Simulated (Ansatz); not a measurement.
## SiNH₅Cl: nudged elastic band

System: SiNH₅Cl, multiplicity 2.
Method: UKS PBE0-D4/6-31G* (Ansatz 0.2.0).

One setting was made poor on purpose. It belongs to a series of runs on one base structure; here: an input spoilt on purpose.

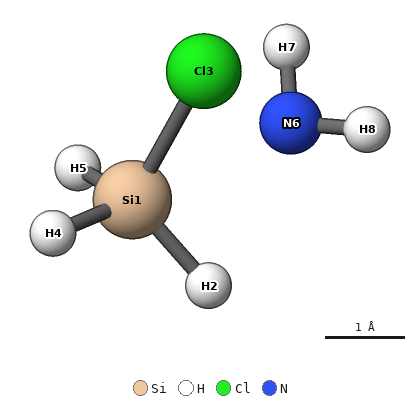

The input geometry (ball-and-stick view, seen at a tilt; atoms are numbered from 1 in the order of the input). Bond lengths as drawn: Cl–Si 2.08 Å, H–N 1.03 Å and H–Si 1.48 to 1.49 Å.

**Input file**
```yaml
crystal:
  periodic: [false, false, false]
  atoms:
    - { symbol: Si, position_ang: [-0.222449, 0.191409, 0.136659] }
    - { symbol: H, position_ang: [-1.100156, 1.138408, 0.858857] }
    - { symbol: Cl, position_ang: [1.768216, 0.477225, 0.681637] }
    - { symbol: H, position_ang: [-0.24339, 0.537388, -1.311994] }
    - { symbol: H, position_ang: [-0.606836, -1.228733, 0.289964] }
    - { symbol: "N", position_ang: [0.051253, -0.384775, 2.908553] }
    - { symbol: H, position_ang: [0.695867, -1.129339, 3.20429] }
    - { symbol: H, position_ang: [0.290695, 0.398417, 3.530334] }
magnetization:
  spin_polarized: true
  initial_magnetization: 1
basis:
  gaussian: { orbitals: "6-31G*" }
hamiltonian:
  xc: pbe0
  dispersion: d4
neb:
  order_check: false
  images: 5
  f_tol: 0.03
  max_iterations: 8
  initial_path: linear
  final_atoms:
    - { symbol: Si, position_ang: [-0.222449, 0.191409, 0.136659] }
    - { symbol: H, position_ang: [-1.100156, 1.138408, 0.858857] }
    - { symbol: Cl, position_ang: [1.768216, 0.477225, 0.681637] }
    - { symbol: H, position_ang: [-0.24339, 0.537388, -1.311994] }
    - { symbol: H, position_ang: [-0.606836, -1.228733, 0.289964] }
    - { symbol: "N", position_ang: [0.051253, -0.384775, 2.908553] }
    - { symbol: H, position_ang: [0.695867, -1.129339, 3.20429] }
    - { symbol: H, position_ang: [0.290695, 0.398417, 3.530334] }
```

Machine: 1 thread of Arm Neoverse V2, 24 GiB of memory available, shared host.

Run as:
```bash
ansatz run input.yaml --threads 1 --pin off --max-ram 2048MiB --backend cpu --events-out ev --progress --plain --runs-dir out
```

**The program's output**
```
Error: invalid value for `neb.final_atoms`: is identical to crystal.atoms — the two endpoints must differ for a path to exist
```

**Outcome**

- outcome: refused by the program

**Diagnosis**

The program refused the input: “invalid value for `neb.final_atoms`: is identical to crystal.atoms — the two endpoints must differ for a path to exist” A deliberately poor setting: bad input.
